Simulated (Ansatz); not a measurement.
# GaHF (SMILES [F][GaH]): levels of theory compared

Wanted: a comparison of 6 runs (UB3LYP/STO-3G, UCAM-B3LYP/STO-3G, UPBE/STO-3G, UPBE0/STO-3G, USVWN5/STO-3G, UMP2/STO-3G) of GaHF. 

The calculation is run with Ansatz 0.2.0.

129 further runs of the same task are left out: 80 that didn't finish, 49 set aside as unsound or not needed.

## Step 1: The structure to begin with

GaHF: 3 atoms, total charge 0, spin state doublet. As SMILES, `[F][GaH]`. The Ga2–F1 distance was set to 2.209 Å, away from the relaxed value.

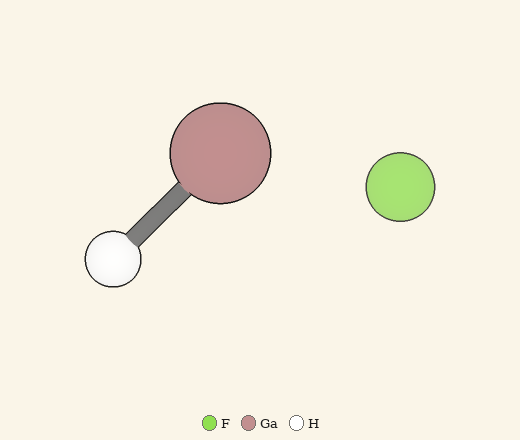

The structure, seen from a chosen angle (fluorine green, gallium pink, hydrogen white).

## Step 2: A single-point energy at UB3LYP/STO-3G (run 1)

File run.yaml:

```yaml
crystal:
  periodic: [false, false, false]
  atoms:
    - {symbol: F, position_ang: [-1.638118, 0.446800, -0.859535]}
    - {symbol: Ga, position_ang: [0.292400, 0.469800, 0.214100]}
    - {symbol: H, position_ang: [0.948600, -0.985900, 0.417400]}
basis:
  gaussian: {orbitals: STO-3G}
magnetization: {spin_polarized: true, initial_magnetization: 1}
hamiltonian: {xc: {name: B3LYP}}
accuracy: high
```

The run is started by

```console
$ ansatz run run.yaml --threads 1 --pin off --max-ram 2610MiB --events-out events.jsonl --progress --plain --runs-dir runs
```

The log of the run:

```text
Warning: RAYON_NUM_THREADS=1 ignored (pool sized by the plan → 1); use --threads N
Functional definition: B3LYP
  name "B3LYP"
  parameter a0 = 0.2
  parameter ax = 0.72
  parameter ac = 0.81
  exchange = (1 - a0 - ax)*slater_x + ax*b88_x + a0*exact_x
  correlation = (1 - ac)*vwn_rpa_c + ac*lyp_c
316 factors; integrals over basis functions are off by at most 2.6e-8 eV
mean field evaluation 1: about -54018.7879 eV, gradient 1.4e2 eV
mean field evaluation 2: about -54152.0798 eV, gradient 4.4e1 eV
mean field evaluation 4: about -54108.1321 eV, gradient 1.4e2 eV
mean field evaluation 8: about -54193.3045 eV, gradient 1.2e2 eV
mean field evaluation 16: about -54453.2218 eV, gradient 1.1e-1 eV
mean field evaluation 32: about -54399.2045 eV, gradient 4.0e1 eV
mean field evaluation 64: about -54453.0502 eV, gradient 2.2e0 eV
mean field -54453.22316923 eV, -2001.1190417487 hartree, gradient 3.4e-8 eV, S^2 0.752957; 9 other end points of the search recorded, 0 dependent functions left out
reference -54453.22319307 eV, -2001.1190426250 hartree; 21, 20 occupied and 3, 4 virtual orbitals, 316 factors
Total energy: -54453.22319307 eV, -2001.1190426250 hartree
```

Wall time 16 s (1 thread of Arm Neoverse N1, shared host); peak memory 0.12 GiB.

## Step 3: The energy at UCAM-B3LYP/STO-3G (run 2)

File input.yaml:

```yaml
crystal:
  periodic: [false, false, false]
  atoms:
    - {symbol: F, position_ang: [-1.638118, 0.446800, -0.859535]}
    - {symbol: Ga, position_ang: [0.292400, 0.469800, 0.214100]}
    - {symbol: H, position_ang: [0.948600, -0.985900, 0.417400]}
basis:
  gaussian: {orbitals: STO-3G}
magnetization: {spin_polarized: true, initial_magnetization: 1}
hamiltonian: {xc: {name: CAM-B3LYP}}
accuracy: high
```

The run is started by

```console
$ ansatz run input.yaml --threads 1 --pin off --max-ram 2610MiB --events-out events.jsonl --progress --plain --runs-dir runs
```

The log of the run, shortened:

```text
Warning: RAYON_NUM_THREADS=1 ignored (pool sized by the plan → 1); use --threads N
Functional definition: CAM-B3LYP
  name "CAM-B3LYP"
[...]
316 factors; integrals over basis functions are off by at most 2.6e-8 eV
113 factors; integrals over basis functions are off by at most 1.1e-9 eV
[...]
mean field -54453.49031455 eV, -2001.1288591583 hartree, gradient 2.8e-8 eV, S^2 0.753033; 8 other end points of the search recorded, 0 dependent functions left out
reference -54453.49032617 eV, -2001.1288595854 hartree; 21, 20 occupied and 3, 4 virtual orbitals, 316 factors
Total energy: -54453.49032617 eV, -2001.1288595854 hartree
```

Run time: 19 s. Hardware: 1 thread of Arm Neoverse N1, shared host; peak memory 0.12 GiB.

Runs 3 to 5 aren't shown in full; the table further down has their settings and results.

## Step 4: The energy at UMP2/STO-3G (run 6)

File in.yaml:

```yaml
crystal:
  periodic: [false, false, false]
  atoms:
    - {symbol: F, position_ang: [-1.638118, 0.446800, -0.859535]}
    - {symbol: Ga, position_ang: [0.292400, 0.469800, 0.214100]}
    - {symbol: H, position_ang: [0.948600, -0.985900, 0.417400]}
basis:
  gaussian:
    orbitals: STO-3G
magnetization:
  spin_polarized: true
  initial_magnetization: 1
correlation:
  method: mp2
  frozen_orbitals: {F: 1, Ga: 9, H: 0}
accuracy: high
```

The run is started by

```console
$ ansatz run in.yaml --threads 1 --pin off --max-ram 2610MiB --events-out events.jsonl --progress --plain --runs-dir runs
```

The log of the run:

```text
Warning: RAYON_NUM_THREADS=1 ignored (pool sized by the plan → 1); use --threads N
[... 28 lines left out ...]
10 core orbitals not correlated: weight in the atoms' cores, before any rotation towards them, 0.999 or more for the frozen orbitals, at most 0.001 for the correlated occupied ones
[... 2 lines left out ...]
Total energy: -54410.32847712 eV, -1999.5426908887 hartree
```

Wall time 9.3 s (1 thread of Arm Neoverse N1, shared host).

## Step 5: All runs side by side

| run | level | frozen core orbitals | energy (Eh) | ⟨S²⟩ | wall time |
| --- | --- | --- | --- | --- | --- |
| 1 | UB3LYP/STO-3G | – | -2001.119043 | 0.753 | 16 s |
| 2 | UCAM-B3LYP/STO-3G | – | -2001.128860 | 0.753 | 19 s |
| 3 | UPBE/STO-3G | – | -2000.693447 | 0.752 | 20 s |
| 4 | UPBE0/STO-3G | – | -2000.842878 | 0.754 | 16 s |
| 5 | USVWN5/STO-3G | – | -1997.242276 | 0.836 | 20 s |
| 6 | UMP2/STO-3G | 10 | -1999.542691 | 1.693 | 9.3 s |

## Step 6: Outcome

```
                                           quantity           value
                                run 6: total energy  -1999.54269 Eh
run 6: correlation energy (10 core orbitals frozen)       -25.6 mEh
           run 6: ⟨S²⟩ of the reference determinant           1.693
```

What this shows: Totals of different functionals can't be ranked against each other. In runs 1, 2, 3, 4, 5, 6 the basis is minimal, so the values are rough. Spin contamination of the reference: run 6 ⟨S²⟩ = 1.69. Where it is this large, the reference is a mixture of spin states, and values that rest on it are in doubt. All runs together took 1.7 min, the longest 20 s.
